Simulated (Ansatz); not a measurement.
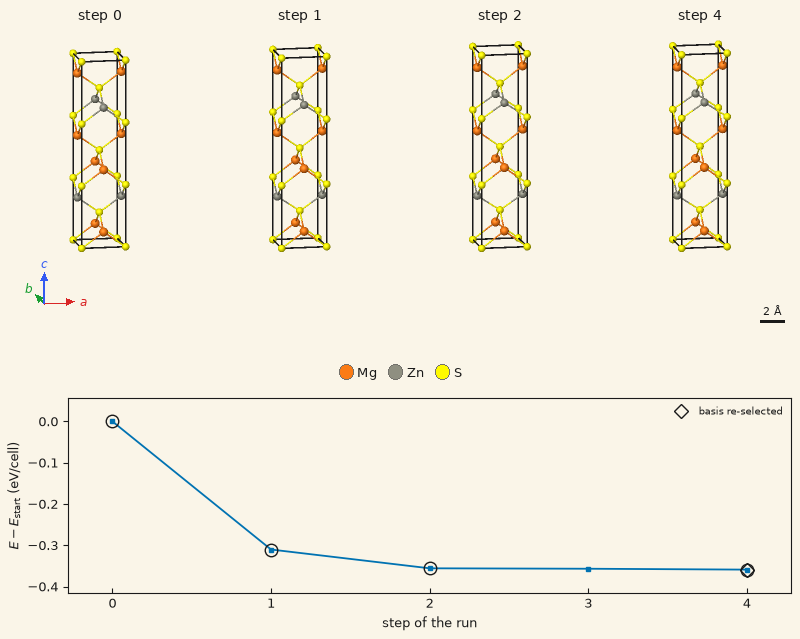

Frames of a relaxation of crystalline Mg2ZnS3 (a generated structure, set up in I-4m2) (coarse preliminary run), marked on the history of the run. A ball-and-stick model of the conventional cell (2 times the calculation's cell), seen slightly off an axis. Lengths and directions refer to the drawn axes.

Method: DFT PBE, scalar-relativistic, plane waves, PAW in Ansatz 0.2.0.

The input:
```yaml
crystal:
  lattice:
    - [-1.91660314, 1.91660314, 8.13145845]
    - [1.91660314, -1.91660314, 8.13145845]
    - [1.91660314, 1.91660314, -8.13145845]
  atoms:
    - { symbol: Mg, position: [0.41666667, 0.91666667, 0.5] }
    - { symbol: Mg, position: [0.08333333, 0.58333333, 0.5] }
    - { symbol: Zn, position: [0.75, 0.25, 0.5] }
    - { symbol: S, position: [0.0, 0.0, 0.0] }
    - { symbol: S, position: [0.66666667, 0.66666667, 0.0] }
    - { symbol: S, position: [0.33333333, 0.33333333, 0.0] }
basis:
  ecutwfc: 420
kpoints:
  mp_grid: { grid: [6, 6, 6] }
hamiltonian:
  xc: pbe
scf:
  occupations: { method: gaussian, width: 0.1 }
  lower_state_search: "off"
output:
  forces: true
  stress: true
  eigenvalues: true
relax:
  adjacent_minimum: "off"
  f_tol: 0.04
  max_steps: 70
  cell: { stress_tol: 0.4 }
```

Launched with:
```bash
ansatz run input.yaml --threads 1 --pin off --max-ram 2560MiB --backend cpu --events-out ev --progress --plain --runs-dir out
```

Describe the path.

Answer. Over 3 accepted moves (4 points after the start) the energy falls by 0.359 eV per cell of the calculation. Largest force component: 0.78 eV/Å at the start, 0.00047 eV/Å at the end. The pressure goes from 7.80 to 0.03 GPa. At 1 point the geometry stayed and the basis and grid were re-selected for the new cell (energy shift of 2.2 meV per cell of the calculation at most each time). The largest moves relative to the cell, 0.089 Å, are those of S5 and S6. S6 goes along −c. Largest moves by element: S 0.089 Å, Mg 0.047 Å. Zn stays in place. The volume changes by +11.0 %, with a = b 3.833 → 3.964 Å (+3.4 %), c 16.263 → 16.876 Å (+3.8 %). Some distances before and after: Mg1–S4 2.347 → 2.458 Å, Mg1–S6 2.347 → 2.455 Å, Zn3–S5 2.347 → 2.380 Å. Among the angles between lasting bonds that change: S5–Zn3–S5 109.5° → 112.8°, Zn3–S5–Zn3 109.5° → 112.8°. The space group stays I-4m2 (No. 119). From step 0 to 1: S atoms move most (0.06 Å), volume +6.6 %, energy −0.310 eV per cell of the calculation. From step 1 to 2: S atoms move most (0.02 Å), volume +3.5 %, energy −45.5 meV per cell of the calculation. From step 2 to 4: volume +0.6 %, energy −3.2 meV per cell of the calculation.

| step | E − E(0), meV/atom | largest force component, eV/Å | pressure, GPa | volume, Å³/atom | note |
| --- | --- | --- | --- | --- | --- |
| 0 | 0.00 | 0.7844 | 7.80 | 19.913 |  |
| 1 | -51.71 | 0.2098 | 2.63 | 21.224 |  |
| 2 | -59.29 | 0.0146 | 0.40 | 21.959 |  |
| 3 | -59.46 | 0.0006 | 0.03 | 22.095 |  |
| 4 | -59.82 | 0.0005 | 0.03 | 22.095 | same geometry, new basis |
